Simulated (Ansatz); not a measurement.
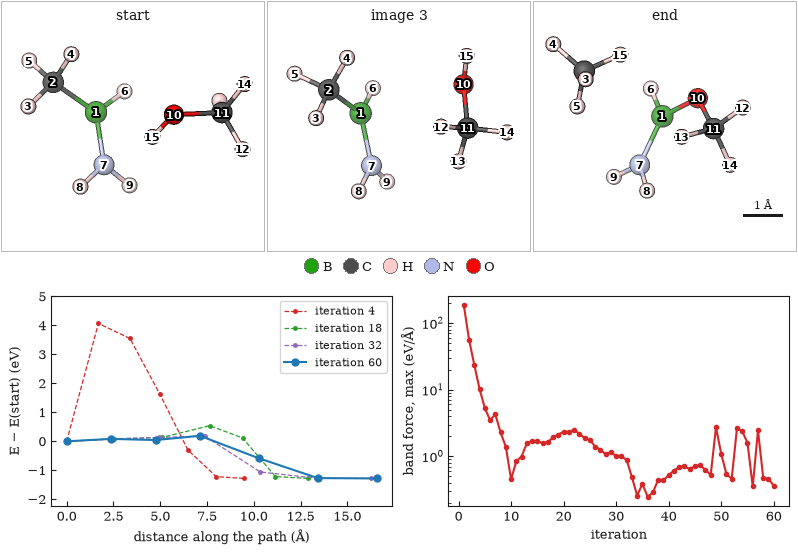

NEB run on C$_{2}$H$_{10}$BNO. Images are numbered from 0 (start) to 6 (end). The plot follows the band through its iterations. Style: ball-and-stick. Shown at a tilt.

These are results of RKS PBE0-D4/6-31G* in Ansatz, not measurements. Set-up: 5 movable images; climbing image; force threshold 0.03 eV/Å; iteration limit 60; starting path through a guess of the saddle point.

Q: Judge this run.

A: The result isn't final. The band hadn't converged when the run stopped after 60 iterations. The largest component of the band force went from 190 to 0.36 eV/Å. The barrier read from it is provisional: over the last two iterations the highest image moved from 0.20 eV to 0.19 eV. The first iteration put the highest image at 56.17 eV. Forward barrier 0.19 eV, backward barrier 1.47 eV, with image 3 at the top; the reaction energy is −1.28 eV.

The run took 12 min on 2 threads of Arm Neoverse V2, with other jobs on the host, peak memory 0.21 GiB.
